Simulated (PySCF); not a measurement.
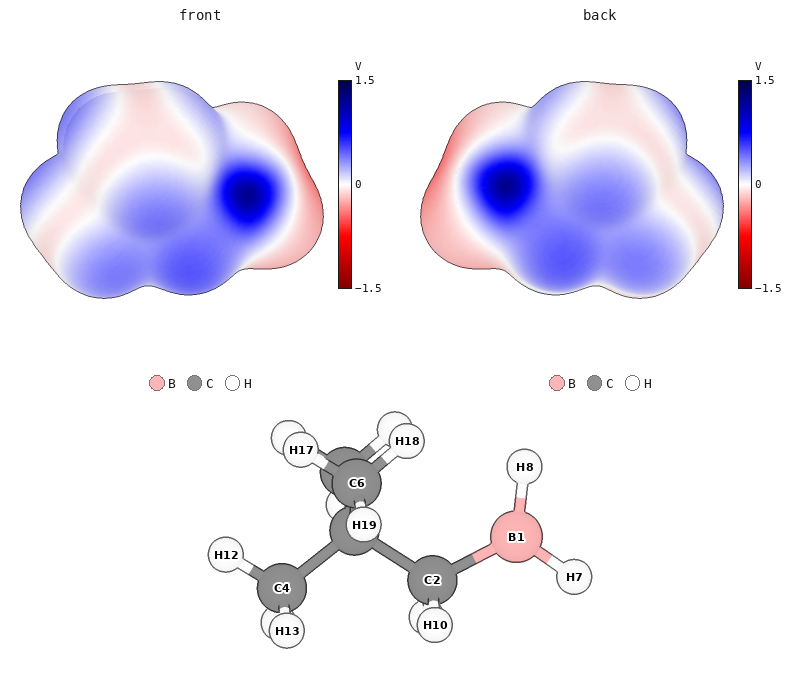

C$_{5}$H$_{13}$B. The electrostatic potential painted on the density surface at 0.001 e/bohr³, seen from the front and from behind; the colour scale runs from red (negative) to blue (positive). The bare structure is drawn below in the same view.

Geometry: GFN2-xTB.

All numbers below come from PySCF 2.14.0, wB97X-D/def2-SVPD, SCF density, gas phase.

```xyz
19

B     1.8333    1.4054   -0.3793
C     1.2306   -0.0377   -0.2748
C    -0.2608   -0.2287    0.0527
C    -0.5745   -1.7284    0.0910
C    -1.1247    0.4302   -1.0240
C    -0.5829    0.3792    1.4191
H     2.9724    1.5037   -0.6333
H     1.2102    2.3808   -0.2167
H     1.4438   -0.5583   -1.2159
H     1.8168   -0.5913    0.4682
H    -0.3585   -2.1917   -0.8699
H    -1.6254   -1.8947    0.3202
H     0.0221   -2.2273    0.8525
H    -2.1810    0.2704   -0.8165
H    -0.9406    1.5001   -1.0638
H    -0.9008    0.0094   -2.0024
H    -1.6291    0.2185    1.6717
H    -0.3900    1.4483    1.4199
H     0.0291   -0.0788    2.1938
```

Where is the surface potential most negative and most positive?

Answer. The most negative region (about −0.4 V) lies over H7, the most positive (about +1.1 V) over B1.

How polar is the molecule by this calculation?

Answer. Its dipole moment is 0.51 D.
